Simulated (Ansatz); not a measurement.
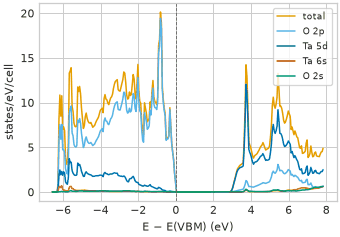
Total and projected density of states of Ta2O5 in space group Pmmn (No. 59; Ta on 4e, O on 4e, O on 4e, O on 2a), plane-wave PAW r²SCAN (Ansatz code)

Q: Which orbitals carry the states next to the gap?

A: Top 1 eV of the valence band: O 2p 97 %. Bottom 1 eV of the conduction band: Ta 5d 87 %, O 2p 8 %. Projections are on Löwdin-orthogonalised atomic valence shells; empty p or d shells of many metals are not among them.

Q: Where is the tallest occupied peak in this window, and what makes it?

A: Near -0.8 eV, about 20 states/eV per cell; the largest projected share is O 2p.

The workflow started from a Materials Project entry (that database holds measured and hypothetical structures alike); the Crystallography Open Database copy checked does not list it. COD files the formula under space group No. 49, so this cell is another polymorph or a model. Its standing as an ambient phase is unchecked. The cell was relaxed with r²SCAN under the symmetry of its start; whether a distortion lowers the energy is not shown. The run is not spin-polarised. Spin–orbit coupling is left out wherever it is not named.

Potentials: the later of the program's two PAW sets.
